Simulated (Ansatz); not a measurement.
CH$_{8}$BN: several calculations on one system

**1. Relaxation**

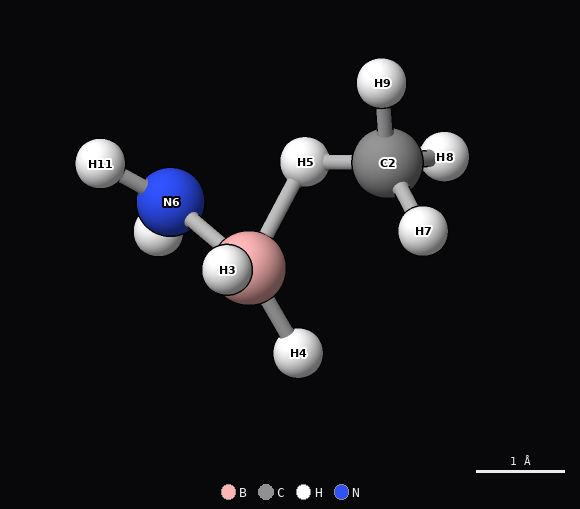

CH₈BN (started from a transition state, displaced along its imaginary mode), before the relaxation. Style: ball-and-stick. Shown at a tilt.

Computed with Ansatz 0.2.0, RKS PBE0-D4/def2-TZVP.

Input
```yaml
crystal:
  periodic: [false, false, false]
  atoms:
    - {symbol: B, position_ang: [-0.668384, -0.452572, -0.218291]}
    - {symbol: C, position_ang: [0.824331, 0.824701, -0.587750]}
    - {symbol: H, position_ang: [-0.356982, -1.301099, -1.026232]}
    - {symbol: H, position_ang: [-1.584412, 0.275261, -0.536005]}
    - {symbol: H, position_ang: [0.466576, 0.283888, 0.254593]}
    - {symbol: N, position_ang: [-0.464074, -0.740941, 1.220189]}
    - {symbol: H, position_ang: [0.413651, 0.824057, -1.614374]}
    - {symbol: H, position_ang: [0.754416, 1.835773, -0.207399]}
    - {symbol: H, position_ang: [1.837038, 0.445853, -0.639647]}
    - {symbol: H, position_ang: [-1.112086, -0.353546, 1.877660]}
    - {symbol: H, position_ang: [-0.110074, -1.641474, 1.477157]}
basis:
  gaussian: {orbitals: def2-TZVP}
hamiltonian: {xc: pbe0, dispersion: d4}
relax: {f_tol: 0.005, max_steps: 200}
```

Command:
```bash
ansatz run in.yaml --threads 2 --pin off --events-out ev --progress --plain --max-ram 4352MiB
```

Q: What does the optimiser find from here?

A: Over 12 accepted moves (13 points after the start) the energy falls by 38.6 kcal/mol. Largest force component: 2.5 eV/Å at the start, 0.004 eV/Å at the end. The line search rejected the trial step at point 6 of the run. The largest moves after the best rigid fit, 0.96 Å, are those of H5, H8 and H9. By element the largest moves are H 0.96 Å, B 0.84 Å, C 0.79 Å, N 0.78 Å. Near-neighbour distances that change, for instance: B1–H5 1.433 → 3.120 Å, B1–C2 1.999 → 3.630 Å, B1–N6 1.481 → 1.385 Å, C2–H5 1.063 → 1.090 Å. Bonds break: B1–H5 (1.43 → 3.12 Å). Among the angles between lasting bonds that change: H5–C2–H7 127.6° → 109.3°, H5–C2–H8 100.1° → 109.5°, H3–B1–H4 116.1° → 121.9°.

Step by step:

```csv
step,"E − E(0), kcal/mol","largest force component, eV/Å",note
0,0.00,2.5459,
1,-10.55,1.4184,
2,-21.94,0.8292,
3,-32.18,0.6671,
4,-35.34,1.6919,
5,-37.36,0.6117,
6,-33.18,2.7716,rejected
7,-38.26,0.2000,
8,-38.56,0.0328,
9,-38.62,0.0794,
10,-38.63,0.0434,
11,-38.64,0.0350,
12,-38.64,0.0213,
13,-38.64,0.0040,
```

Final geometry:

```xyz
11

B    -1.2796   -0.9911   -0.0166
C     1.4032    1.3337   -0.7755
H    -0.7517   -1.6929   -0.8300
H    -2.0004   -0.0887   -0.3310
H     1.2086    0.8798    0.1960
N    -1.0531   -1.2332    1.3285
H     0.6630    0.9801   -1.4930
H     1.3379    2.4183   -0.6908
H     2.4005    1.0548   -1.1150
H    -1.4661   -0.6856    2.0642
H    -0.4623   -1.9753    1.6631
```

After the run, drawn alike:

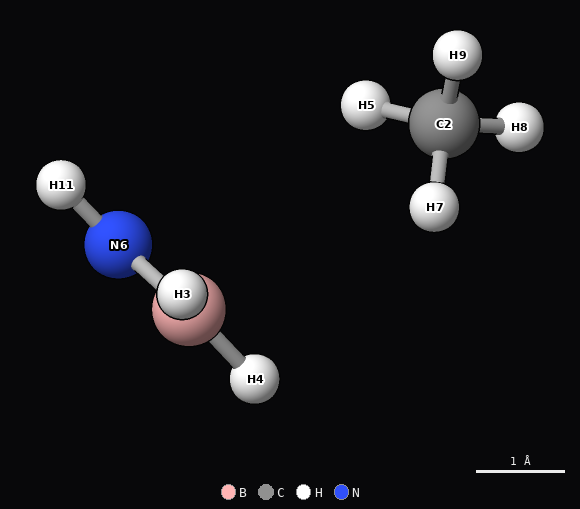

**2. Relaxation**

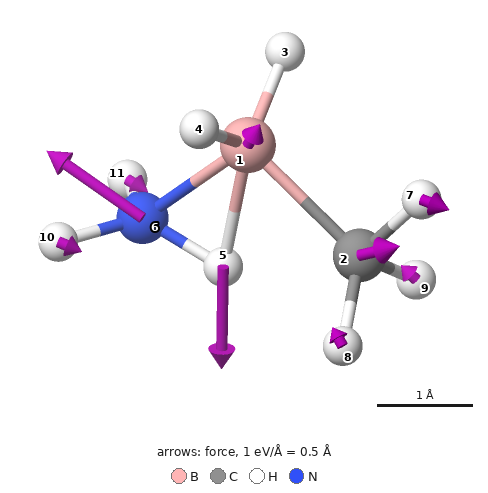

Starting geometry of CH₈BN (started from a transition state, displaced along its imaginary mode) with the computed forces as purple arrows. The picture is a ball-and-stick view, seen at a tilt.

These are results of Ansatz, RKS PBE0-D4/def2-TZVP, not measurements. (force threshold 0.005 eV/Å; at most 200 steps)

Is this structure relaxed? If not, where do the atoms go?

Answer. It isn't relaxed: the largest force vector, on N6, is 2.50 eV/Å. The final displacements have little in common with the starting forces (cosine between the two patterns 0.19). The atom that moves furthest after the best rigid fit is H5 (1.17 Å). By element the largest moves are H 1.17 Å, C 0.22 Å, B 0.12 Å, N 0.10 Å. Among the contacts that change: B1–H5 1.517 → 2.222 Å, B1–C2 1.654 → 1.606 Å, B1–N6 1.666 → 1.649 Å, B1–H3 1.207 → 1.218 Å. Among the angles between lasting bonds that change: B1–N6–H5 63.6° → 110.8°, B1–C2–H7 94.1° → 110.0°, H5–N6–H10 121.3° → 108.2°. Groups turn about B1–N6 by about 60°. After 21 accepted moves (24 points after the start) the energy has fallen by 28.9 kcal/mol. Largest force component: 1.7 eV/Å at the start, 0.0014 eV/Å at the end. The line search rejected the trial steps at points 5, 12, 19 of the run. The forces were under the threshold at step 22, but the run went on from there. The run took 57 s on 2 threads of Arm Neoverse V1, with other jobs on the host.

**3. Reaction**

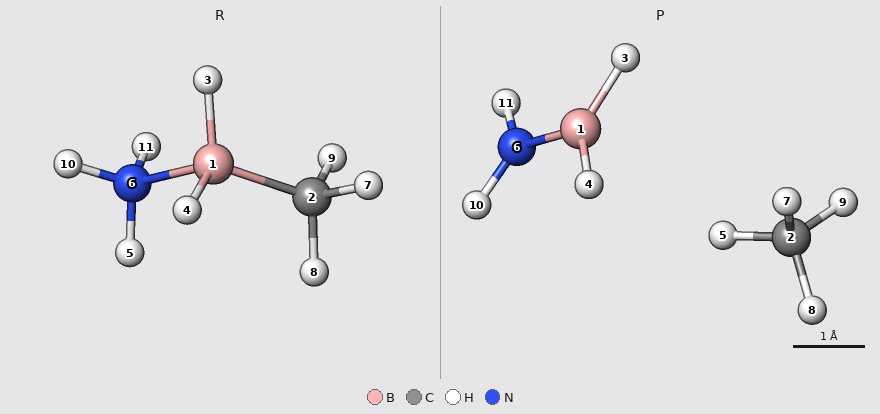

Reactant (R) and product (P) of one elementary step of CH8BN. The picture is a ball-and-stick view, seen from a free direction.

Stationary points at PBE0-D4/def2-TZVP, single-point energies with CCSD(T)/CBS, SPW92 (LDA), wB97X-V (def2-TZVPP where no basis is named; Ansatz 0.2.0). The energies are electronic, without zero-point or thermal terms, and both ends are the minima reached downhill from the saddle, with any fragments still in contact. CCSD(T)/CBS stands for a frozen-core estimate: MP2 correlation extrapolated from def2-TZVPP and def2-QZVPP, CCSD(T) minus MP2 from the smaller set.

Question: What is the transition state like, and how high is the barrier?

Answer: Counted by bonded pieces, R holds CH₈BN and P holds BH₄N + CH₄. From R over the saddle to P, a bond forms: C2–H5 (2.82 → 1.36 → 1.09 Å). Bonds break: B1–C2 (1.61 → 1.83 → 3.63 Å), H5–N6 (1.02 → 1.35 → 3.30 Å). Bonds that stay but change much: B1–N6 (1.65 → 1.57 → 1.39 Å). The saddle has one imaginary mode, 1412i cm⁻¹. With CCSD(T)/CBS the barrier is 44.0 kcal/mol from R and 53.9 kcal/mol from P, and P lies 9.9 kcal/mol below R.

```csv
level,barrier from R (kcal/mol),barrier from P (kcal/mol),P less R (kcal/mol)
CCSD(T)/CBS,44.0,53.9,−9.9
SPW92 (LDA),34.3,34.8,−0.5
wB97X-V,43.2,52.8,−9.6
```

Against CCSD(T)/CBS, wB97X-V comes closest on the barrier from R (−0.8 kcal/mol) and SPW92 (LDA) misses most (−9.7 kcal/mol).

The saddle point in the same view, with dashed sticks for the bonds that form or break:

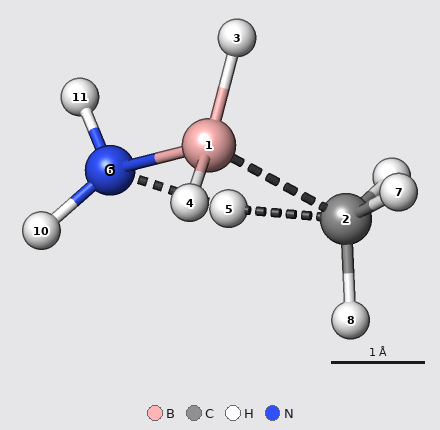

**4. Path**

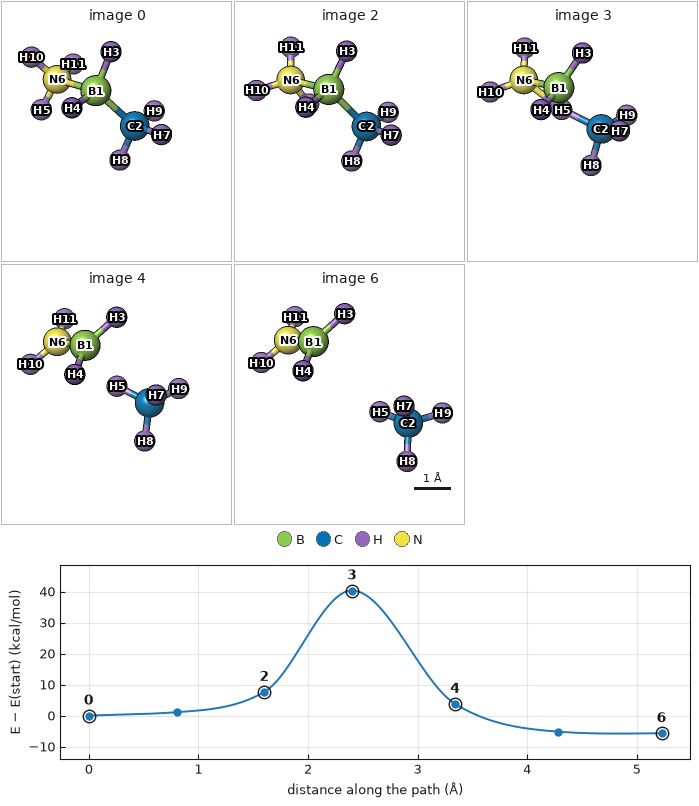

NEB run on CH₈BN. Images are numbered from 0 (start) to 6 (end). A ball-and-stick model, seen from a free direction.

Computed with RKS PBE0-D4/def2-SVP (Ansatz 0.2.0).

Input file:
```yaml
crystal:
  periodic: [false, false, false]
  atoms:
    - {symbol: B, position_ang: [-0.556713, -0.147461, -0.403926]}
    - {symbol: C, position_ang: [0.732937, 0.677930, -0.887941]}
    - {symbol: H, position_ang: [-0.708483, -1.219547, -0.961068]}
    - {symbol: H, position_ang: [-1.588415, 0.498753, -0.375471]}
    - {symbol: H, position_ang: [-0.186978, 0.273219, 1.746320]}
    - {symbol: N, position_ang: [-0.306673, -0.556967, 1.173439]}
    - {symbol: H, position_ang: [0.616103, 0.974599, -1.934553]}
    - {symbol: H, position_ang: [0.895456, 1.607563, -0.325799]}
    - {symbol: H, position_ang: [1.666791, 0.101613, -0.838780]}
    - {symbol: H, position_ang: [-1.093217, -1.083786, 1.538100]}
    - {symbol: H, position_ang: [0.529191, -1.126016, 1.269577]}
basis:
  gaussian: {orbitals: def2-SVP}
hamiltonian: {xc: pbe0, dispersion: d4}
neb:
  images: 5
  climbing: true
  max_iterations: 40
  initial_path: idpp
  final_atoms:
    - {symbol: B, position_ang: [-1.274586, -0.997577, 0.016736]}
    - {symbol: C, position_ang: [1.383539, 1.330690, -0.814982]}
    - {symbol: H, position_ang: [-0.756323, -1.706971, -0.796286]}
    - {symbol: H, position_ang: [-2.005036, -0.102786, -0.297323]}
    - {symbol: H, position_ang: [1.207082, 0.888179, 0.165209]}
    - {symbol: N, position_ang: [-1.025081, -1.221437, 1.360867]}
    - {symbol: H, position_ang: [0.633684, 0.964357, -1.515770]}
    - {symbol: H, position_ang: [1.314088, 2.415916, -0.742831]}
    - {symbol: H, position_ang: [2.376691, 1.052447, -1.167083]}
    - {symbol: H, position_ang: [-1.428966, -0.666631, 2.096248]}
    - {symbol: H, position_ang: [-0.425090, -1.956287, 1.695117]}
```

Launched with:
```bash
ansatz run in.yaml --threads 2 --pin off --events-out ev --progress --plain --max-ram 4352MiB
```

What happens along the path, and what is the barrier?

Answer. Breaking: B1–C2 (1.61 → 1.83 at the top → 3.63 Å), H5–N6 (1.02 → 1.36 at the top → 3.30 Å). Forming: C2–H5 (2.82 → 1.35 at the top → 1.09 Å). The energy climbs by 40.3 kcal/mol to image 3 and then falls by 46.0 kcal/mol, so the end point sits at −5.7 kcal/mol. The band converged in 21 iterations. The largest component of the band force went from 4.3 to 0.029 eV/Å. The climbing image converged on the top of the path. Its curvatures weren't checked. The largest force component is 0.27 eV/Å at the start and 0.28 eV/Å at the end; an end with forces this large is no minimum, and the barrier measured from it can be far off.
